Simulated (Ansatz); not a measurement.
# Molecular dynamics of GeH5O4F (part 1 of 3)

- system: GeH5O4F
- method: RKS PBE-D4/def2-SVP (Ansatz 0.2.0)

It belongs to a series of runs on one base structure; here: dynamics from the highest image of the converged band.

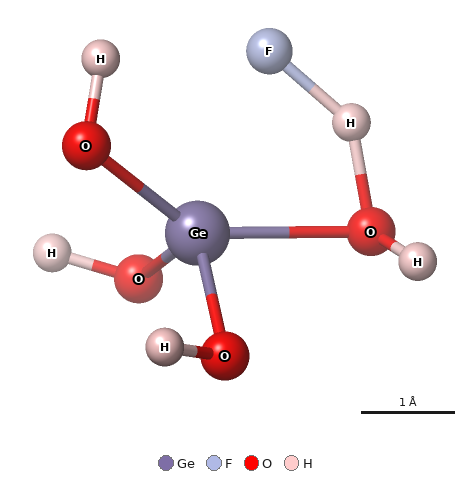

Fig. 1: The starting structure (ball-and-stick view, seen at a tilt). Sticks mark near contacts.

**Summary**

```csv
quantity,value
outcome,finished
mean temperature over the second half,387 K
trajectory,"200 steps, 100 fs"
ensemble,nve
temperature in the input,100.0 K
time step,0.5 fs
potential energy (last step),−67472.4120 eV
mean-field energy (last step),−67472.1959 eV
largest force (length of the vector) (last step),1.651 eV/Å
hardware,"4 threads of Arm Neoverse V1, 24 GiB of memory available, shared host"
wall time,5 min (CPU time 19 min)
peak memory,0.19 GiB
```

**Remarks**

So short a trajectory is not equilibrated.

**Input**
```yaml
crystal:
  periodic: [false, false, false]
  atoms:
    - { symbol: Ge, position_ang: [0.192072, 0.242439, -0.065062] }
    - { symbol: F, position_ang: [-0.565697, 0.141422, 1.962937] }
    - { symbol: O, position_ang: [1.732111, -0.025735, -0.945702] }
    - { symbol: H, position_ang: [1.698453, -0.926072, -1.32336] }
    - { symbol: O, position_ang: [-0.901357, 1.441177, -0.778698] }
    - { symbol: H, position_ang: [-1.6628, 0.965086, -1.161861] }
    - { symbol: O, position_ang: [-0.483578, -1.418666, -0.15643] }
    - { symbol: H, position_ang: [-0.981461, -1.563087, 0.672737] }
    - { symbol: O, position_ang: [1.097802, 1.419014, 1.176118] }
    - { symbol: H, position_ang: [2.037095, 1.147358, 1.216247] }
    - { symbol: H, position_ang: [0.350459, 0.880863, 1.944676] }
basis:
  gaussian: { orbitals: def2-SVP }
hamiltonian:
  xc: pbe
  dispersion: d4
md:
  timestep: 0.5
  n_steps: 200
  ensemble: nve
  temperature: 100.0
  initial_velocities: maxwell_boltzmann
  seed: 6049
```

Run as:
```bash
ansatz run input.yaml --threads 4 --pin off --max-ram 5120MiB --backend cpu --events-out ev --progress --plain --runs-dir out
```

**The program's output**
```
Engine: ansatz 0.2.0, aarch64-unknown-linux-gnu
Functional definition: PBE
  parameter kappa = 0.804
  parameter beta = 0.06672455060314922
  exchange = pbe_x(kappa = kappa, mu = beta*pi^2/3)
  correlation = pbe_c(beta = beta)
1361 factors; their error is unknown
mean field evaluation 1: about -67453.7259 eV, gradient 1.0e2 eV
mean field evaluation 2: about -67397.5037 eV, gradient 2.0e2 eV
mean field evaluation 4: about -67471.6150 eV, gradient 1.4e1 eV
mean field evaluation 8: about -67471.9293 eV, gradient 1.2e-1 eV
mean field evaluation 16: about -67471.8649 eV, gradient 1.3e-3 eV
mean field -67471.86490491 eV, -2479.5453011829 hartree, gradient 6.9e-5 eV, S^2 0.000000; 0 other end points of the search recorded, 0 dependent functions left out
the calculation of the forces begins
reference -67471.86493756 eV, -2479.5453023828 hartree; 39, 39 occupied and 88, 88 virtual orbitals, 1361 factors
md step     0: t =     0.00 fs  T =   100.0 K  F+E_penalty+E_count = -67472.08146012 eV  E_kin = 0.116334 eV  conserved = -67471.96512612 eV  (28 SCF iters)
these checks for a lower state are left out or cut short: starts, cluster_reference, orbital_swaps, neighbouring_geometries, increment
1361 factors; their error is unknown
mean field -67471.86324671 eV, -2479.5452402451 hartree, gradient 1.5e-5 eV, S^2 0.000000; 0 other end points of the search recorded, 0 dependent functions left out
the calculation of the forces begins
reference -67471.86327944 eV, -2479.5452414478 hartree; 39, 39 occupied and 88, 88 virtual orbitals, 1361 factors
md step     1: t =     0.50 fs  T =    98.6 K  F+E_penalty+E_count = -67472.07975075 eV  E_kin = 0.114653 eV  conserved = -67471.96509767 eV  (30 SCF iters)
[... from here on the SCF iterations and repeated set-up lines of each step are left out, up to the last step ...]
md step     2: t =     1.00 fs  T =    94.5 K  F+E_penalty+E_count = -67472.07499213 eV  E_kin = 0.109982 eV  conserved = -67471.96501025 eV  (31 SCF iters)
md step     3: t =     1.50 fs  T =    89.1 K  F+E_penalty+E_count = -67472.06856392 eV  E_kin = 0.103662 eV  conserved = -67471.96490155 eV  (30 SCF iters)
md step     4: t =     2.00 fs  T =    83.7 K  F+E_penalty+E_count = -67472.06217713 eV  E_kin = 0.097362 eV  conserved = -67471.96481500 eV  (31 SCF iters)
md step     5: t =     2.50 fs  T =    79.4 K  F+E_penalty+E_count = -67472.05719679 eV  E_kin = 0.092416 eV  conserved = -67471.96478110 eV  (31 SCF iters)
md step     6: t =     3.00 fs  T =    76.8 K  F+E_penalty+E_count = -67472.05416205 eV  E_kin = 0.089356 eV  conserved = -67471.96480618 eV  (31 SCF iters)
md step     7: t =     3.50 fs  T =    75.5 K  F+E_penalty+E_count = -67472.05268651 eV  E_kin = 0.087816 eV  conserved = -67471.96487086 eV  (31 SCF iters)
md step     8: t =     4.00 fs  T =    74.6 K  F+E_penalty+E_count = -67472.05175833 eV  E_kin = 0.086819 eV  conserved = -67471.96493959 eV  (31 SCF iters)
md step     9: t =     4.50 fs  T =    73.3 K  F+E_penalty+E_count = -67472.05029862 eV  E_kin = 0.085323 eV  conserved = -67471.96497537 eV  (31 SCF iters)
md step    10: t =     5.00 fs  T =    71.2 K  F+E_penalty+E_count = -67472.04774085 eV  E_kin = 0.082785 eV  conserved = -67471.96495588 eV  (31 SCF iters)
md step    11: t =     5.50 fs  T =    68.3 K  F+E_penalty+E_count = -67472.04437611 eV  E_kin = 0.079491 eV  conserved = -67471.96488524 eV  (32 SCF iters)
md step    12: t =     6.00 fs  T =    65.7 K  F+E_penalty+E_count = -67472.04128359 eV  E_kin = 0.076488 eV  conserved = -67471.96479566 eV  (31 SCF iters)
md step    13: t =     6.50 fs  T =    64.6 K  F+E_penalty+E_count = -67472.03983086 eV  E_kin = 0.075097 eV  conserved = -67471.96473418 eV  (31 SCF iters)
md step    14: t =     7.00 fs  T =    65.5 K  F+E_penalty+E_count = -67472.04095194 eV  E_kin = 0.076214 eV  conserved = -67471.96473825 eV  (31 SCF iters)
md step    15: t =     7.50 fs  T =    68.6 K  F+E_penalty+E_count = -67472.04457495 eV  E_kin = 0.079761 eV  conserved = -67471.96481396 eV  (30 SCF iters)
md step    16: t =     8.00 fs  T =    72.7 K  F+E_penalty+E_count = -67472.04953339 eV  E_kin = 0.084603 eV  conserved = -67471.96493046 eV  (30 SCF iters)
md step    17: t =     8.50 fs  T =    76.5 K  F+E_penalty+E_count = -67472.05403955 eV  E_kin = 0.089003 eV  conserved = -67471.96503627 eV  (31 SCF iters)
md step    18: t =     9.00 fs  T =    78.6 K  F+E_penalty+E_count = -67472.05647389 eV  E_kin = 0.091387 eV  conserved = -67471.96508661 eV  (30 SCF iters)
md step    19: t =     9.50 fs  T =    78.2 K  F+E_penalty+E_count = -67472.05607790 eV  E_kin = 0.091014 eV  conserved = -67471.96506394 eV  (30 SCF iters)
md step    20: t =    10.00 fs  T =    75.9 K  F+E_penalty+E_count = -67472.05322528 eV  E_kin = 0.088241 eV  conserved = -67471.96498442 eV  (31 SCF iters)
md step    21: t =    10.50 fs  T =    72.5 K  F+E_penalty+E_count = -67472.04918146 eV  E_kin = 0.084295 eV  conserved = -67471.96488602 eV  (30 SCF iters)
md step    22: t =    11.00 fs  T =    69.4 K  F+E_penalty+E_count = -67472.04551225 eV  E_kin = 0.080702 eV  conserved = -67471.96481066 eV  (30 SCF iters)
md step    23: t =    11.50 fs  T =    67.6 K  F+E_penalty+E_count = -67472.04342770 eV  E_kin = 0.078642 eV  conserved = -67471.96478598 eV  (30 SCF iters)
md step    24: t =    12.00 fs  T =    67.5 K  F+E_penalty+E_count = -67472.04334599 eV  E_kin = 0.078531 eV  conserved = -67471.96481483 eV  (31 SCF iters)
md step    25: t =    12.50 fs  T =    68.7 K  F+E_penalty+E_count = -67472.04484298 eV  E_kin = 0.079967 eV  conserved = -67471.96487617 eV  (31 SCF iters)
md step    26: t =    13.00 fs  T =    70.5 K  F+E_penalty+E_count = -67472.04698015 eV  E_kin = 0.082045 eV  conserved = -67471.96493497 eV  (30 SCF iters)
md step    27: t =    13.50 fs  T =    72.1 K  F+E_penalty+E_count = -67472.04884993 eV  E_kin = 0.083892 eV  conserved = -67471.96495789 eV  (30 SCF iters)
md step    28: t =    14.00 fs  T =    73.2 K  F+E_penalty+E_count = -67472.05009194 eV  E_kin = 0.085162 eV  conserved = -67471.96492989 eV  (31 SCF iters)
md step    29: t =    14.50 fs  T =    74.2 K  F+E_penalty+E_count = -67472.05113300 eV  E_kin = 0.086271 eV  conserved = -67471.96486178 eV  (31 SCF iters)
md step    30: t =    15.00 fs  T =    75.8 K  F+E_penalty+E_count = -67472.05301321 eV  E_kin = 0.088224 eV  conserved = -67471.96478930 eV  (31 SCF iters)
md step    31: t =    15.50 fs  T =    79.1 K  F+E_penalty+E_count = -67472.05683190 eV  E_kin = 0.092075 eV  conserved = -67471.96475705 eV  (31 SCF iters)
md step    32: t =    16.00 fs  T =    84.5 K  F+E_penalty+E_count = -67472.06306503 eV  E_kin = 0.098271 eV  conserved = -67471.96479430 eV  (31 SCF iters)
md step    33: t =    16.50 fs  T =    91.3 K  F+E_penalty+E_count = -67472.07112277 eV  E_kin = 0.106227 eV  conserved = -67471.96489612 eV  (31 SCF iters)
md step    34: t =    17.00 fs  T =    98.3 K  F+E_penalty+E_count = -67472.07942830 eV  E_kin = 0.114405 eV  conserved = -67471.96502353 eV  (30 SCF iters)
md step    35: t =    17.50 fs  T =   103.9 K  F+E_penalty+E_count = -67472.08601556 eV  E_kin = 0.120893 eV  conserved = -67471.96512303 eV  (31 SCF iters)
md step    36: t =    18.00 fs  T =   106.8 K  F+E_penalty+E_count = -67472.08935037 eV  E_kin = 0.124197 eV  conserved = -67471.96515341 eV  (30 SCF iters)
md step    37: t =    18.50 fs  T =   106.5 K  F+E_penalty+E_count = -67472.08896763 eV  E_kin = 0.123863 eV  conserved = -67471.96510420 eV  (31 SCF iters)
md step    38: t =    19.00 fs  T =   103.7 K  F+E_penalty+E_count = -67472.08564069 eV  E_kin = 0.120644 eV  conserved = -67471.96499719 eV  (29 SCF iters)
md step    39: t =    19.50 fs  T =    99.9 K  F+E_penalty+E_count = -67472.08104701 eV  E_kin = 0.116173 eV  conserved = -67471.96487439 eV  (31 SCF iters)
md step    40: t =    20.00 fs  T =    96.6 K  F+E_penalty+E_count = -67472.07711373 eV  E_kin = 0.112334 eV  conserved = -67471.96477960 eV  (31 SCF iters)
md step    41: t =    20.50 fs  T =    95.1 K  F+E_penalty+E_count = -67472.07533213 eV  E_kin = 0.110591 eV  conserved = -67471.96474141 eV  (31 SCF iters)
md step    42: t =    21.00 fs  T =    95.9 K  F+E_penalty+E_count = -67472.07630707 eV  E_kin = 0.111543 eV  conserved = -67471.96476413 eV  (31 SCF iters)
md step    43: t =    21.50 fs  T =    98.7 K  F+E_penalty+E_count = -67472.07968649 eV  E_kin = 0.114858 eV  conserved = -67471.96482895 eV  (30 SCF iters)
md step    44: t =    22.00 fs  T =   102.8 K  F+E_penalty+E_count = -67472.08445682 eV  E_kin = 0.119554 eV  conserved = -67471.96490322 eV  (30 SCF iters)
md step    45: t =    22.50 fs  T =   107.0 K  F+E_penalty+E_count = -67472.08945482 eV  E_kin = 0.124499 eV  conserved = -67471.96495558 eV  (31 SCF iters)
md step    46: t =    23.00 fs  T =   110.8 K  F+E_penalty+E_count = -67472.09386817 eV  E_kin = 0.128900 eV  conserved = -67471.96496856 eV  (30 SCF iters)
md step    47: t =    23.50 fs  T =   113.9 K  F+E_penalty+E_count = -67472.09750938 eV  E_kin = 0.132562 eV  conserved = -67471.96494728 eV  (30 SCF iters)
md step    48: t =    24.00 fs  T =   116.7 K  F+E_penalty+E_count = -67472.10073482 eV  E_kin = 0.135816 eV  conserved = -67471.96491858 eV  (29 SCF iters)
md step    49: t =    24.50 fs  T =   119.6 K  F+E_penalty+E_count = -67472.10404592 eV  E_kin = 0.139133 eV  conserved = -67471.96491318 eV  (29 SCF iters)
md step    50: t =    25.00 fs  T =   122.6 K  F+E_penalty+E_count = -67472.10761669 eV  E_kin = 0.142671 eV  conserved = -67471.96494568 eV  (30 SCF iters)
md step    51: t =    25.50 fs  T =   125.6 K  F+E_penalty+E_count = -67472.11106889 eV  E_kin = 0.146069 eV  conserved = -67471.96500002 eV  (29 SCF iters)
md step    52: t =    26.00 fs  T =   127.8 K  F+E_penalty+E_count = -67472.11370231 eV  E_kin = 0.148665 eV  conserved = -67471.96503708 eV  (30 SCF iters)
md step    53: t =    26.50 fs  T =   129.0 K  F+E_penalty+E_count = -67472.11507102 eV  E_kin = 0.150051 eV  conserved = -67471.96502012 eV  (29 SCF iters)
md step    54: t =    27.00 fs  T =   129.4 K  F+E_penalty+E_count = -67472.11551875 eV  E_kin = 0.150575 eV  conserved = -67471.96494350 eV  (30 SCF iters)
md step    55: t =    27.50 fs  T =   130.2 K  F+E_penalty+E_count = -67472.11626322 eV  E_kin = 0.151424 eV  conserved = -67471.96483948 eV  (30 SCF iters)
md step    56: t =    28.00 fs  T =   132.5 K  F+E_penalty+E_count = -67472.11891899 eV  E_kin = 0.154160 eV  conserved = -67471.96475864 eV  (31 SCF iters)
md step    57: t =    28.50 fs  T =   137.5 K  F+E_penalty+E_count = -67472.12473339 eV  E_kin = 0.159992 eV  conserved = -67471.96474165 eV  (31 SCF iters)
md step    58: t =    29.00 fs  T =   145.4 K  F+E_penalty+E_count = -67472.13397097 eV  E_kin = 0.169173 eV  conserved = -67471.96479752 eV  (31 SCF iters)
md step    59: t =    29.50 fs  T =   155.5 K  F+E_penalty+E_count = -67472.14575373 eV  E_kin = 0.180848 eV  conserved = -67471.96490612 eV  (31 SCF iters)
md step    60: t =    30.00 fs  T =   166.2 K  F+E_penalty+E_count = -67472.15835885 eV  E_kin = 0.193328 eV  conserved = -67471.96503055 eV  (31 SCF iters)
md step    61: t =    30.50 fs  T =   175.9 K  F+E_penalty+E_count = -67472.16979141 eV  E_kin = 0.204660 eV  conserved = -67471.96513121 eV  (30 SCF iters)
md step    62: t =    31.00 fs  T =   183.3 K  F+E_penalty+E_count = -67472.17841749 eV  E_kin = 0.213242 eV  conserved = -67471.96517533 eV  (30 SCF iters)
md step    63: t =    31.50 fs  T =   187.7 K  F+E_penalty+E_count = -67472.18349747 eV  E_kin = 0.218354 eV  conserved = -67471.96514387 eV  (31 SCF iters)
md step    64: t =    32.00 fs  T =   189.5 K  F+E_penalty+E_count = -67472.18549568 eV  E_kin = 0.220458 eV  conserved = -67471.96503804 eV  (30 SCF iters)
md step    65: t =    32.50 fs  T =   190.1 K  F+E_penalty+E_count = -67472.18605589 eV  E_kin = 0.221171 eV  conserved = -67471.96488453 eV  (31 SCF iters)
md step    66: t =    33.00 fs  T =   191.6 K  F+E_penalty+E_count = -67472.18757136 eV  E_kin = 0.222839 eV  conserved = -67471.96473269 eV  (30 SCF iters)
md step    67: t =    33.50 fs  T =   195.8 K  F+E_penalty+E_count = -67472.19240200 eV  E_kin = 0.227761 eV  conserved = -67471.96464062 eV  (29 SCF iters)
md step    68: t =    34.00 fs  T =   204.0 K  F+E_penalty+E_count = -67472.20196844 eV  E_kin = 0.237317 eV  conserved = -67471.96465148 eV  (29 SCF iters)
md step    69: t =    34.50 fs  T =   216.0 K  F+E_penalty+E_count = -67472.21608882 eV  E_kin = 0.251316 eV  conserved = -67471.96477311 eV  (30 SCF iters)
md step    70: t =    35.00 fs  T =   230.3 K  F+E_penalty+E_count = -67472.23287722 eV  E_kin = 0.267907 eV  conserved = -67471.96497018 eV  (29 SCF iters)
md step    71: t =    35.50 fs  T =   244.2 K  F+E_penalty+E_count = -67472.24930303 eV  E_kin = 0.284125 eV  conserved = -67471.96517768 eV  (30 SCF iters)
md step    72: t =    36.00 fs  T =   255.2 K  F+E_penalty+E_count = -67472.26221754 eV  E_kin = 0.296895 eV  conserved = -67471.96532303 eV  (30 SCF iters)
md step    73: t =    36.50 fs  T =   261.4 K  F+E_penalty+E_count = -67472.26949392 eV  E_kin = 0.304144 eV  conserved = -67471.96534951 eV  (30 SCF iters)
md step    74: t =    37.00 fs  T =   262.8 K  F+E_penalty+E_count = -67472.27090554 eV  E_kin = 0.305671 eV  conserved = -67471.96523503 eV  (30 SCF iters)
md step    75: t =    37.50 fs  T =   260.8 K  F+E_penalty+E_count = -67472.26842563 eV  E_kin = 0.303416 eV  conserved = -67471.96500914 eV  (29 SCF iters)
md step    76: t =    38.00 fs  T =   258.7 K  F+E_penalty+E_count = -67472.26570872 eV  E_kin = 0.300951 eV  conserved = -67471.96475744 eV  (30 SCF iters)
md step    77: t =    38.50 fs  T =   259.7 K  F+E_penalty+E_count = -67472.26672980 eV  E_kin = 0.302134 eV  conserved = -67471.96459557 eV  (29 SCF iters)
md step    78: t =    39.00 fs  T =   266.0 K  F+E_penalty+E_count = -67472.27400370 eV  E_kin = 0.309392 eV  conserved = -67471.96461172 eV  (30 SCF iters)
md step    79: t =    39.50 fs  T =   277.2 K  F+E_penalty+E_count = -67472.28726591 eV  E_kin = 0.322458 eV  conserved = -67471.96480786 eV  (31 SCF iters)
md step    80: t =    40.00 fs  T =   290.9 K  F+E_penalty+E_count = -67472.30347470 eV  E_kin = 0.338386 eV  conserved = -67471.96508899 eV  (29 SCF iters)
md step    81: t =    40.50 fs  T =   303.4 K  F+E_penalty+E_count = -67472.31826291 eV  E_kin = 0.352945 eV  conserved = -67471.96531806 eV  (29 SCF iters)
md step    82: t =    41.00 fs  T =   311.7 K  F+E_penalty+E_count = -67472.32802883 eV  E_kin = 0.362635 eV  conserved = -67471.96539357 eV  (29 SCF iters)
md step    83: t =    41.50 fs  T =   314.8 K  F+E_penalty+E_count = -67472.33151068 eV  E_kin = 0.366215 eV  conserved = -67471.96529582 eV  (29 SCF iters)
md step    84: t =    42.00 fs  T =   313.8 K  F+E_penalty+E_count = -67472.33012626 eV  E_kin = 0.365043 eV  conserved = -67471.96508340 eV  (29 SCF iters)
md step    85: t =    42.50 fs  T =   311.4 K  F+E_penalty+E_count = -67472.32710785 eV  E_kin = 0.362255 eV  conserved = -67471.96485323 eV  (30 SCF iters)
md step    86: t =    43.00 fs  T =   310.6 K  F+E_penalty+E_count = -67472.32601526 eV  E_kin = 0.361322 eV  conserved = -67471.96469319 eV  (29 SCF iters)
md step    87: t =    43.50 fs  T =   313.5 K  F+E_penalty+E_count = -67472.32935756 eV  E_kin = 0.364708 eV  conserved = -67471.96464958 eV  (29 SCF iters)
md step    88: t =    44.00 fs  T =   320.7 K  F+E_penalty+E_count = -67472.33784648 eV  E_kin = 0.373127 eV  conserved = -67471.96471960 eV  (31 SCF iters)
md step    89: t =    44.50 fs  T =   331.4 K  F+E_penalty+E_count = -67472.35041387 eV  E_kin = 0.385547 eV  conserved = -67471.96486648 eV  (30 SCF iters)
md step    90: t =    45.00 fs  T =   343.6 K  F+E_penalty+E_count = -67472.36477499 eV  E_kin = 0.399732 eV  conserved = -67471.96504273 eV  (29 SCF iters)
md step    91: t =    45.50 fs  T =   355.0 K  F+E_penalty+E_count = -67472.37819494 eV  E_kin = 0.412992 eV  conserved = -67471.96520302 eV  (29 SCF iters)
md step    92: t =    46.00 fs  T =   363.5 K  F+E_penalty+E_count = -67472.38823488 eV  E_kin = 0.422929 eV  conserved = -67471.96530608 eV  (29 SCF iters)
md step    93: t =    46.50 fs  T =   368.0 K  F+E_penalty+E_count = -67472.39342816 eV  E_kin = 0.428115 eV  conserved = -67471.96531356 eV  (30 SCF iters)
md step    94: t =    47.00 fs  T =   368.5 K  F+E_penalty+E_count = -67472.39387127 eV  E_kin = 0.428670 eV  conserved = -67471.96520140 eV  (29 SCF iters)
md step    95: t =    47.50 fs  T =   366.6 K  F+E_penalty+E_count = -67472.39152762 eV  E_kin = 0.426537 eV  conserved = -67471.96499087 eV  (29 SCF iters)
md step    96: t =    48.00 fs  T =   365.4 K  F+E_penalty+E_count = -67472.38980227 eV  E_kin = 0.425029 eV  conserved = -67471.96477305 eV  (30 SCF iters)
md step    97: t =    48.50 fs  T =   367.4 K  F+E_penalty+E_count = -67472.39209172 eV  E_kin = 0.427411 eV  conserved = -67471.96468045 eV  (29 SCF iters)
md step    98: t =    49.00 fs  T =   373.9 K  F+E_penalty+E_count = -67472.39979589 eV  E_kin = 0.435000 eV  conserved = -67471.96479541 eV  (30 SCF iters)
md step    99: t =    49.50 fs  T =   383.4 K  F+E_penalty+E_count = -67472.41114070 eV  E_kin = 0.446072 eV  conserved = -67471.96506869 eV  (30 SCF iters)
md step   100: t =    50.00 fs  T =   392.5 K  F+E_penalty+E_count = -67472.42194763 eV  E_kin = 0.456605 eV  conserved = -67471.96534276 eV  (29 SCF iters)
md step   101: t =    50.50 fs  T =   397.6 K  F+E_penalty+E_count = -67472.42799141 eV  E_kin = 0.462524 eV  conserved = -67471.96546714 eV  (31 SCF iters)
md step   102: t =    51.00 fs  T =   397.0 K  F+E_penalty+E_count = -67472.42727516 eV  E_kin = 0.461879 eV  conserved = -67471.96539647 eV  (29 SCF iters)
md step   103: t =    51.50 fs  T =   391.6 K  F+E_penalty+E_count = -67472.42077526 eV  E_kin = 0.455580 eV  conserved = -67471.96519480 eV  (29 SCF iters)
md step   104: t =    52.00 fs  T =   383.9 K  F+E_penalty+E_count = -67472.41153361 eV  E_kin = 0.446563 eV  conserved = -67471.96497071 eV  (29 SCF iters)
md step   105: t =    52.50 fs  T =   376.7 K  F+E_penalty+E_count = -67472.40301701 eV  E_kin = 0.438205 eV  conserved = -67471.96481205 eV  (29 SCF iters)
md step   106: t =    53.00 fs  T =   372.2 K  F+E_penalty+E_count = -67472.39774476 eV  E_kin = 0.432990 eV  conserved = -67471.96475499 eV  (29 SCF iters)
```
